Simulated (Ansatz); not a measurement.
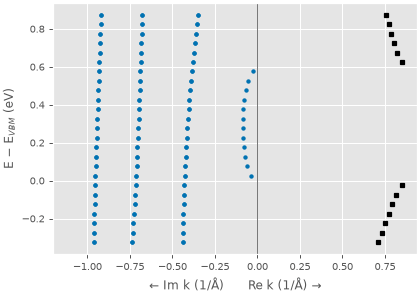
Complex bands at the centre of the two-dimensional zone; r2SCAN (Ansatz, a first-principles code)

The gap is the functional's own. No spin-orbit coupling. Mid-gap values are those at the computed energy nearest the middle.

Question: This is PbSe (Fm-3m, rock salt, 2 atoms a cell, 28.9 Å³ an atom) along the normal of (111). Read off the slowest decay at the centre of the two-dimensional zone at 0.28 eV, the computed energy nearest the middle of the gap.

Answer: κ ≈ 0.09 1/Å, a decay length 1/(2κ) of the density of 5.8 Å.
